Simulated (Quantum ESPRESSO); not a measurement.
**C K ELNES/XANES of Dy2C (R-3m) from DFT**

Aim: the near-edge shape at the C K edge of Dy2C (R-3m), and what the core hole does to it.

Method: X-ray absorption near-edge structure, plane-wave PAW LDA, one-electron final states by a Lanczos continued fraction, without spin-orbit coupling, in Quantum ESPRESSO 7.5.

## 1. The structure

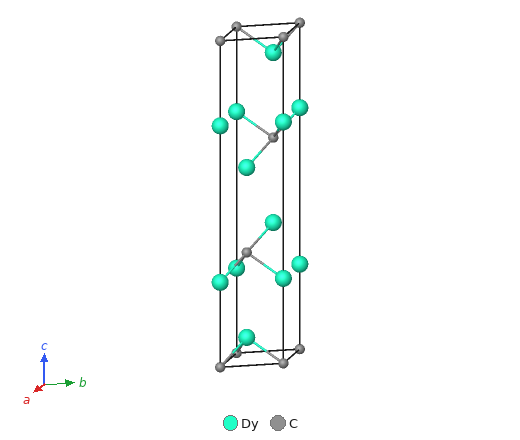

The cell as given, slightly off an axis (dysprosium teal, carbon grey). This picture shows the conventional cell, with its axes. Bonds to atoms that aren't drawn are left out. Some periodic images of atoms are drawn too.

## 2. Ground state of the crystal

A plain self-consistent run shows whether there is a gap, which decides the set-up of the core-hole run.

File scf.in:

```
&control
   calculation='scf', prefix='x', pseudo_dir='../pp', outdir='tmp', tprnfor=.true.
/
&system
   ibrav=0, nat=3, ntyp=2, nbnd=17
   ecutwfc=43, ecutrho=400
   occupations='smearing', smearing='mv', degauss=0.015
/
&electrons
   conv_thr=3.0e-08, electron_maxstep=120
   mixing_beta=0.5
/
ATOMIC_SPECIES
Dy 1.0 Dy.lda-spdn-kjpaw.UPF
C3 1.0 C.lda-n-kjpaw.UPF
CELL_PARAMETERS angstrom
  1.79588930 1.03685717 6.11639448
  -1.79588930 1.03685717 6.11639448
  0.00000000 -2.07371434 6.11639448
ATOMIC_POSITIONS crystal
Dy   0.73970792 0.73970792 0.73970792
Dy   0.26029208 0.26029208 0.26029208
C3   0.00000000 0.00000000 0.00000000
K_POINTS automatic
9 9 9 0 0 0
```

File Dy.lda-spdn-kjpaw.ld1.in:

```
&input
   title='Dy', zed=66., rel=1, iswitch=3, dft='PZ',
   config='[Xe] 4f9.0 5d1.0 6s1.5 6p0.5'
/
&inputp
   file_pseudopw='Dy.lda-spdn-kjpaw.UPF', author='',
   lpaw=.true.,
   pseudotype=3,
   lloc=-1,
   rcloc=2.0,
   which_augfun='PSQ',
   rmatch_augfun_nc=.true.,
   nlcc=.true.,
   new_core_ps=.true.,
   rcore=1.1,
   tm=.true.,
   lgipaw_reconstruction=.true., use_paw_as_gipaw=.true.
/
6
5S  1  0  2.00  0.00  1.20  1.70  0.0
6S  2  0  1.50  0.00  1.20  1.70  0.0
5P  2  1  6.00  0.00  1.20  1.70  0.0
6P  3  1  0.50  0.00  1.20  1.70  0.0
5D  3  2  1.00  0.00  1.20  2.00  0.0
5D  3  2  0.00  2.00  1.20  2.00  0.0
```

File C.lda-n-kjpaw.ld1.in:

```
&input
   title='C', zed=6., rel=1, iswitch=3, dft='PZ',
   config='[He] 2s2 2p2'
/
&inputp
   file_pseudopw='C.lda-n-kjpaw.UPF', author='',
   lpaw=.true.,
   pseudotype=3,
   lloc=-1,
   rcloc=0.9,
   which_augfun='PSQ',
   rmatch_augfun_nc=.true.,
   nlcc=.true.,
   new_core_ps=.true.,
   rcore=0.7,
   tm=.true.,
   lgipaw_reconstruction=.true., use_paw_as_gipaw=.true.
/
4
2S  1  0  2.00  0.00  1.00  1.20  0.0
2S  1  0  0.00  3.00  1.00  1.20  0.0
2P  2  1  2.00  0.00  0.90  1.40  0.0
2P  2  1  0.00  0.05  0.90  1.40  0.0
```

Launch:

```bash
$ OMP_NUM_THREADS=1 mpirun --oversubscribe --bind-to none -np 4 pw.x -nk 4 -in scf.in > scf.out
```

What it wrote:

```text
     [... banner and references ...]
using ibrav=0 with symmetry is DISCOURAGED, use correct ibrav instead

     G-vector sticks info
     --------------------

     Using Slab Decomposition

     bravais-lattice index     =            0
     lattice parameter (alat)  =      12.2046  a.u.
     unit-cell volume          =     461.1496 (a.u.)^3
     number of atoms/cell      =            3
     number of atomic types    =            2
     number of electrons       =        26.00
     number of Kohn-Sham states=           17
     kinetic-energy cutoff     =      43.0000  Ry
     charge density cutoff     =     400.0000  Ry
     scf convergence threshold =      3.0E-08
     mixing beta               =       0.5000
     number of iterations used =            8  plain     mixing
     Exchange-correlation= SLA  PZ   NOGX NOGC
                           (   1   1   0   0   0   0   0)

     celldm(1)=  12.204555  celldm(2)=   0.000000  celldm(3)=   0.000000
     celldm(4)=   0.000000  celldm(5)=   0.000000  celldm(6)=   0.000000

     crystal axes: (cart. coord. in units of alat)
               a(1) = (   0.278072   0.160545   0.947049 )
               a(2) = (  -0.278072   0.160545   0.947049 )
               a(3) = (   0.000000  -0.321089   0.947049 )

     reciprocal axes: (cart. coord. in units 2 pi/alat)
               b(1) = (  1.798099  1.038133  0.351971 )
               b(2) = ( -1.798099  1.038133  0.351971 )
               b(3) = (  0.000000 -2.076265  0.351971 )

     PseudoPot. #1 for Dy:     Pseudo is Projector augmented-wave + core cor, Zval = 11.0

     ../pp/C.lda-n-kjpaw.UPF
     Pseudo is Projector augmented-wave + core cor, Zval =  4.0
     Shape of augmentation charge: PSQ
     Using radial grid of 1073 points,  4 beta functions with:
                l(1) =   0
                l(2) =   0
                l(3) =   1
                l(4) =   1
     Q(r) pseudized with 0 coefficients

     atomic species   valence    mass     pseudopotential
     Dy               11.00     1.00000     Dy( 1.00)
     C3                4.00     1.00000     C ( 1.00)

     12 Sym. Ops., with inversion, found

   Cartesian axes

     site n.     atom                  positions (alat units)
         1        Dy     tau(   1) = (   0.0000000  -0.0000000   2.1016188  )
         2        Dy     tau(   2) = (  -0.0000000   0.0000000   0.7395280  )
         3        C3     tau(   3) = (   0.0000000   0.0000000   0.0000000  )

     number of k points=    85  Marzari-Vanderbilt smearing, width (Ry)=  0.0150
                       cart. coord. in units 2pi/alat
        k(    1) = (   0.0000000   0.0000000   0.0000000), wk =   0.0027435
        k(    2) = (   0.0000000  -0.2306962   0.0391078), wk =   0.0164609
        k(    3) = (   0.0000000  -0.4613923   0.0782157), wk =   0.0164609
        k(    4) = (   0.0000000  -0.6920885   0.1173235), wk =   0.0164609
        k(    5) = (   0.0000000  -0.9227847   0.1564314), wk =   0.0164609
[...]
k(   83) = (   1.3985212   0.8074366  -0.1955392), wk =   0.0164609
        k(   84) = (   0.0000000  -0.0000000   0.4692941), wk =   0.0054870
        k(   85) = (  -0.0000000   1.8455693   0.1564314), wk =   0.0164609

     Dense  grid:    62419 G-vectors     FFT dimensions: (  80,  80,  80)

     Smooth grid:    17575 G-vectors     FFT dimensions: (  54,  54,  54)

     Initial potential from superposition of free atoms

     starting charge      25.9666, renormalised to      26.0000
     Starting wfcs are   30 randomized atomic wfcs
     Checking if some PAW data can be deallocated...

     per-process dynamical memory:    77.5 Mb

     Self-consistent Calculation

     iteration #  1     ecut=    43.00 Ry     beta= 0.50
     Davidson diagonalization with overlap
     ethr =  1.00E-02,  avg # of iterations =  2.0

     total energy              =   -1160.06983145 Ry
[...]
k =-0.1998 0.3460-0.0000 (  2191 PWs)   bands (ev):

[...]
k =-0.3996-0.2307 0.1564 (  2184 PWs)   bands (ev):

[...]
k =-0.3996 1.1535-0.0782 (  2198 PWs)   bands (ev):

[...]
k =-0.3996 0.9228-0.0391 (  2198 PWs)   bands (ev):

[...]
k =-0.3996 0.6921 0.0000 (  2193 PWs)   bands (ev):

[...]
k =-0.5994 1.2688-0.0391 (  2207 PWs)   bands (ev):

[...]
k =-0.5994 1.0381-0.0000 (  2209 PWs)   bands (ev):

[...]
k =-0.7992 1.3842 0.0000 (  2213 PWs)   bands (ev):

[...]
k = 0.0000-0.0000 0.1173 (  2187 PWs)   bands (ev):

[...]
k = 0.0000 1.1535-0.0782 (  2198 PWs)   bands (ev):

[...]
k = 0.0000 0.9228-0.0391 (  2190 PWs)   bands (ev):

[...]
k = 0.0000 0.6921 0.0000 (  2198 PWs)   bands (ev):

[...]
k = 0.0000 0.4614 0.0391 (  2195 PWs)   bands (ev):

[...]
k =-0.1998 1.2688-0.0391 (  2199 PWs)   bands (ev):

[...]
k =-0.1998 1.0381-0.0000 (  2206 PWs)   bands (ev):

[...]
k =-0.1998 0.8074 0.0391 (  2202 PWs)   bands (ev):

[...]
k =-0.1998 0.5767 0.0782 (  2195 PWs)   bands (ev):

[...]
k =-0.3996 1.3842 0.0000 (  2193 PWs)   bands (ev):

[...]
k = 0.9989 0.5767-0.2738 (  2197 PWs)   bands (ev):

[...]
k = 0.9989 0.3460-0.2346 (  2212 PWs)   bands (ev):

[...]
k = 0.9989 0.1153-0.1955 (  2206 PWs)   bands (ev):

[...]
k = 0.0000-0.2307 0.2738 (  2173 PWs)   bands (ev):

[...]
k = 0.0000-0.4614 0.3129 (  2193 PWs)   bands (ev):

[...]
k = 0.0000 1.3842 0.0000 (  2195 PWs)   bands (ev):

[...]
k = 0.0000 1.1535 0.0391 (  2199 PWs)   bands (ev):

[...]
k = 0.0000 0.9228 0.0782 (  2195 PWs)   bands (ev):

[...]
k = 1.1987 0.4614-0.1955 (  2194 PWs)   bands (ev):

[...]
k = 0.9989 0.5767-0.1564 (  2195 PWs)   bands (ev):

[...]
k =-0.0000-0.0000 0.3520 (  2187 PWs)   bands (ev):

[...]
k =-0.0000-0.2307 0.3911 (  2175 PWs)   bands (ev):

[...]
k =-0.1998-0.1153 0.4302 (  2176 PWs)   bands (ev):

[...]
k =-0.1998 1.7302 0.1173 (  2188 PWs)   bands (ev):

[...]
k =-0.1998 1.4995 0.1564 (  2190 PWs)   bands (ev):

[...]
k = 1.3985 0.8074-0.1955 (  2189 PWs)   bands (ev):

[...]
13.0822

          k = 0.0000-0.0000 0.4693 (  2175 PWs)   bands (ev):

[...]
0.8112   5.6504   8.4937   8.4937   9.0757  10.7893  12.2001  12.2001
    13.6448

          k =-0.0000 1.8456 0.1564 (  2181 PWs)   bands (ev):

   -36.9190 -36.8748 -13.0219 -12.6563 -12.5665 -12.5476 -12.5177 -12.4843
     0.9157   5.9136   8.1593   8.5445   9.0955  10.8951  11.5236  12.4576
    13.0770

     the Fermi energy is     9.8844 ev

!    total energy              =   -1160.86839788 Ry
     total all-electron energy =    -48673.234466 Ry
     estimated scf accuracy    <       0.00000002 Ry
     smearing contrib. (-TS)   =      -0.00019289 Ry
     internal energy E=F+TS    =   -1160.86820499 Ry

     The total energy is F=E-TS. E is the sum of the following terms:
     one-electron contribution =     -39.05962363 Ry
     hartree contribution      =      31.27231063 Ry
     xc contribution           =    -127.08121333 Ry
     ewald contribution        =    -123.46574892 Ry
     one-center paw contrib.   =    -902.53392974 Ry

     convergence has been achieved in  11 iterations

     Forces acting on atoms (cartesian axes, Ry/au):

     atom    1 type  1   force =     0.00000000    0.00000000   -0.01987154
     atom    2 type  1   force =     0.00000000    0.00000000    0.01987154
     atom    3 type  2   force =    -0.00000000   -0.00000000    0.00000000

     Total force =     0.028103     Total SCF correction =     0.000064

     XML data file, charge density, pseudopotentials, collected wavefunctions

=------------------------------------------------------------------------------=
   JOB DONE.
=------------------------------------------------------------------------------=
```

Run time: 26 s. Hardware: 4 MPI ranks of Intel Xeon Platinum 8488C (Sapphire Rapids), shared host; peak memory 0.16 GiB.

Absorbing atoms carry a label of their own (element plus a letter or digit), as the spectrum program needs them as separate species.

The mesh shows no gap, so the system is treated as a metal and the core electron is put at the Fermi level (neutral cell).

## 3. Spectrum without a core hole, C atom 3

This cheap baseline ignores the attraction of the hole: it shows the absorber's empty states as they are in the ground state.

The absorber has 6 Dy at 2.47 Å (octahedral, site symmetry -3m).

File xspectra.in:

```
&input_xspectra
   calculation='xanes_dipole', edge='K'
   prefix='x', outdir='tmp', xiabs=2, xe0=9.8844
   xonly_plot=.false., x_save_file='xanes.sav'
   xniter=3000, xcheck_conv=20, xerror=0.005
   xcoordcrys=.false., xepsilon(1)=1, xepsilon(2)=0, xepsilon(3)=0
/
&plot
   xnepoint=413, xemin=-10, xemax=45, terminator=.true., cut_occ_states=.true.
   xgamma=0.4
/
&pseudos
   filecore='../C.wfc'
/
&cut_occ
   cut_desmooth=0.1, cut_stepl=0.05, cut_stepu=0.05, cut_ierror=1e-5
/
10 10 10 0 0 0
```

Launch:

```bash
$ OMP_NUM_THREADS=1 mpirun --oversubscribe --bind-to none -np 4 xspectra.x -nk 4 -in xspectra.in > xspectra.out
```

What it wrote:

```text
     [... banner and references ...]
Reading input_file

     calculation: xanes_dipole

     xepsilon  [cartesian coordinates]:   1.000000   0.000000   0.000000

     xonly_plot: FALSE
        => complete calculation: Lanczos + spectrum plot

     filecore (core-wavefunction file): ../C.wfc

     main plot parameters:
        cut_occ_states: TRUE
        gamma_mode:  constant
        -> using xgamma [eV]:  0.40
        xemin [eV]: -10.00
        xemax [eV]:  45.00
        xnepoint:  413
        xe0 [eV]:   9.884400 (energy zero read in input file)

[...]
Results of STEP 1 successfully written in x_save_file
     x_save_file name:
     ->  xanes.sav
     x_save_file version:  2

     ... End STEP 1 ...

     ... Begin STEP 2 ...

     The spectrum is calculated using the following parameters:
        xe0 [eV]:    9.8844
        the occupied states are elimintate from the spectrum
        xemin [eV]: -10.00
        xemax [eV]:  45.00
        xnepoint:  413
        constant broadening parameter [eV]:    0.400
        Core level energy [eV]:  -284.2
         (from electron binding energy of neutral atoms in X-ray data booklet)

     Cross-section successfully written in xanes.dat

     ... End STEP 2 ...

                                END JOB XSpectra
```

Elapsed: 5 min, on 4 MPI ranks; peak memory 0.16 GiB; 20 min of CPU time.

The C K spectrum, C atom 3, no core hole (energy from the energy zero of the input (xe0, at the border of filled and empty states); intensity scaled to a mean of 1 over the first 20 eV; the points at xe0, where the cut of filled states can leave a spike, are interpolated; polarised curves are means over the symmetry-equivalent atoms):

| E (eV) | isotropic | ε ⊥ c | ε ∥ c |
| --- | --- | --- | --- |
| -2.0 | 0.04 | 0.04 | 0.05 |
| -0.5 | 0.12 | 0.11 | 0.13 |
| 1.0 | 0.45 | 0.40 | 0.55 |
| 2.5 | 0.62 | 0.54 | 0.78 |
| 4.0 | 1.15 | 1.18 | 1.09 |
| 5.5 | 1.41 | 1.42 | 1.39 |
| 7.0 | 1.76 | 1.81 | 1.65 |
| 8.5 | 1.35 | 1.17 | 1.72 |
| 10.0 | 0.56 | 0.56 | 0.57 |
| 11.5 | 1.43 | 1.51 | 1.26 |
| 13.0 | 1.32 | 1.53 | 0.89 |
| 14.5 | 1.12 | 1.01 | 1.33 |
| 16.0 | 0.64 | 0.64 | 0.63 |
| 17.5 | 0.90 | 0.88 | 0.95 |
| 19.0 | 0.65 | 0.58 | 0.81 |
| 20.5 | 0.57 | 0.50 | 0.69 |
| 22.0 | 0.64 | 0.66 | 0.61 |
| 23.5 | 1.03 | 1.16 | 0.76 |
| 25.0 | 0.93 | 0.88 | 1.01 |
| 26.5 | 0.72 | 0.73 | 0.70 |
| 28.0 | 0.62 | 0.62 | 0.63 |
| 29.5 | 0.84 | 0.89 | 0.72 |
| 31.0 | 0.85 | 0.84 | 0.87 |

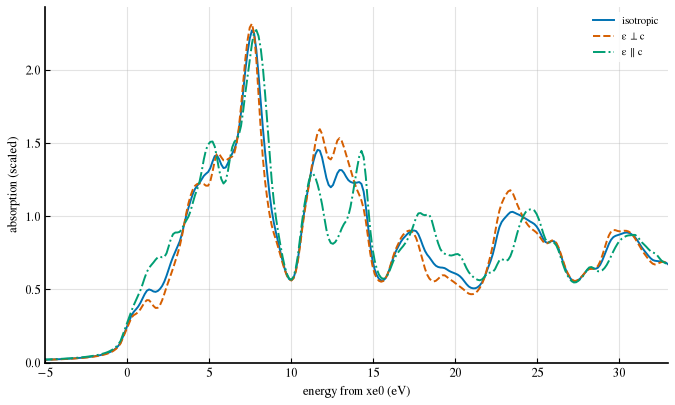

The C K edge, C atom 3, no core hole: main maxima at 5.5, 7.6 and 11.6 eV.

Main maxima below 24 eV (height): 5.5 eV (1.42), 7.6 eV (2.27), 11.6 eV (1.45), 13.0 eV (1.32), 17.5 eV (0.90) and 23.5 eV (1.03). A K edge sees empty p states on the absorber.

## 4. Another broadening

The final state's lifetime shortens with energy, so measured features broaden above the edge; the saved Lanczos coefficients are redrawn with a width that grows.

File xspectra_plot.in:

```
&input_xspectra
   calculation='xanes_dipole', edge='K'
   prefix='x', outdir='tmp', xiabs=2, xe0=9.8844
   xonly_plot=.true., x_save_file='xanes.sav'
   xniter=3000, xcheck_conv=20, xerror=0.005
   xcoordcrys=.false., xepsilon(1)=1, xepsilon(2)=0, xepsilon(3)=0
/
&plot
   xnepoint=413, xemin=-10, xemax=45, terminator=.true., cut_occ_states=.true.
   gamma_mode='variable', gamma_energy(1)=4, gamma_energy(2)=25, gamma_value(1)=0.3, gamma_value(2)=2.5
/
&pseudos
   filecore='../C.wfc'
/
&cut_occ
   cut_desmooth=0.1, cut_stepl=0.05, cut_stepu=0.05, cut_ierror=1e-5
/
10 10 10 0 0 0
```

Launch:

```bash
$ OMP_NUM_THREADS=1 xspectra.x -in xspectra_plot.in > xspectra_plot.out
```

What it wrote:

```text
     [... banner and references ...]
Reading input_file
     -------------------------------------------------------------------------

     calculation: xanes_dipole

     xonly_plot: TRUE
        => only the spectrum plot

     main plot parameters:
        cut_occ_states: TRUE
        gamma_mode:  variable
        -> first, constant up to point ( 4.00, 0.30) [eV]
        -> then, linear up to point (25.00, 2.50) [eV]
        -> finally, constant up to xemax
        xemin [eV]: -10.00
        xemax [eV]:  45.00
        xnepoint:  413
[...]
xemin [eV]: -10.00
        xemax [eV]:  45.00
        xnepoint:  413
        energy-dependent broadening parameter:
         -> first, constant up to point ( 4.00, 0.30) [eV]
         -> then, linear up to point (25.00, 2.50) [eV]
         -> finally, constant up to xemax
        Core level energy [eV]:  -284.2
         (from electron binding energy of neutral atoms in X-ray data booklet)

     Cross-section successfully written in xanes.dat

     -------------------------------------------------------------------------
                                END JOB XSpectra
     -------------------------------------------------------------------------
[key lines of the parts left out:]
Fermi level [eV]:  10.2442
```

Run time: 19 s. Hardware: 1 MPI rank; peak memory 0.11 GiB.

With a Lorentzian half width 0.3 eV up to 4 eV, rising linearly to 2.5 eV at 25 eV, the maxima are 1.3 eV (0.53), 5.5 eV (1.42), 7.5 eV (1.92), 11.9 eV (1.19) and 23.9 eV (0.80).

## 5. Reference energy of the supercell

The photon energy needs a difference of total energies, so the cell and mesh of the coming hole run are first run without a hole.

File scf.in:

```
&control
   calculation='scf', prefix='x', pseudo_dir='../pp', outdir='tmp', tprnfor=.true.
/
&system
   ibrav=0, nat=9, ntyp=2, nbnd=48
   ecutwfc=43, ecutrho=400
   occupations='smearing', smearing='mv', degauss=0.015
/
&electrons
   conv_thr=9.0e-08, electron_maxstep=120
   mixing_beta=0.5
/
ATOMIC_SPECIES
Dy 1.0 Dy.lda-spdn-kjpaw.UPF
C 1.0 C.lda-n-kjpaw.UPF
CELL_PARAMETERS angstrom
  -5.38766789 -3.11057151 0.00000000
  5.38766789 -3.11057151 0.00000000
  1.79588930 1.03685717 6.11639448
ATOMIC_POSITIONS crystal
Dy   0.73970792 0.00000000 0.21912376
Dy   0.40637459 0.33333333 0.21912376
Dy   0.07304125 0.66666667 0.21912376
Dy   0.26029208 0.00000000 0.78087624
Dy   0.92695875 0.33333333 0.78087624
Dy   0.59362541 0.66666667 0.78087624
C    0.00000000 0.00000000 0.00000000
C    0.66666667 0.33333333 0.00000000
C    0.33333333 0.66666667 0.00000000
K_POINTS automatic
5 5 4 0 0 0
```

Launch:

```bash
$ OMP_NUM_THREADS=1 mpirun --oversubscribe --bind-to none -np 4 pw.x -nk 4 -in scf.in > scf.out
```

What it wrote:

```text
     [... banner and references ...]
[banner, memory and clock lines left out]
Found identity + ( -0.3333  0.3333  0.0000) symmetry
     This is a supercell, fractional translations are disabled
     using ibrav=0 with symmetry is DISCOURAGED, use correct ibrav instead

     G-vector sticks info

     bravais-lattice index     =            0
     lattice parameter (alat)  =      11.7563  a.u.
     unit-cell volume          =    1383.4488 (a.u.)^3
[...]
atom    1 type  1   force =    -0.00011121   -0.00006421   -0.01942011
     atom    2 type  1   force =    -0.00010689   -0.00005946   -0.01942167
     atom    3 type  1   force =    -0.00010493   -0.00006284   -0.01942167
[...]
atom    8 type  2   force =     0.00000018   -0.00000030   -0.00000000
     atom    9 type  2   force =    -0.00000018    0.00000030    0.00000000

     Total force =     0.047573     Total SCF correction =     0.000441

     XML data file, charge density, pseudopotentials, collected wavefunctions
[key lines of the parts left out:]
!    total energy              =   -3482.60516094 Ry
the Fermi energy is     9.9087 ev
convergence has been achieved in  14 iterations
```

It took 60 s on 4 MPI ranks; peak memory 0.35 GiB; 4 min of CPU time.

Reference energy: -1986699.274 eV with the cores included.

[end of part 1 of 4]

[Banner, clock and machine lines of the logs are left out without a mark of their own.]

[Logs are printed without paths, hosts, clocks, repeated set-up lines and the standing remarks that a program may print on its own settings, such as how far it seeks lower states.]

[Hosts, paths, dates, database ids (printed as entryN), source tags and the programs' standing remarks are cut or masked in the printed files.]

[Lists of maxima count a maximum above −3 eV only where it reaches 4 % of the highest in the window and stands out from its surroundings by 2 % of it (1.5 % where it reaches 55 %); shoulders and weaker maxima are passed over, and of the rest the first, up to two pre-edge ones and the few strongest are named.]
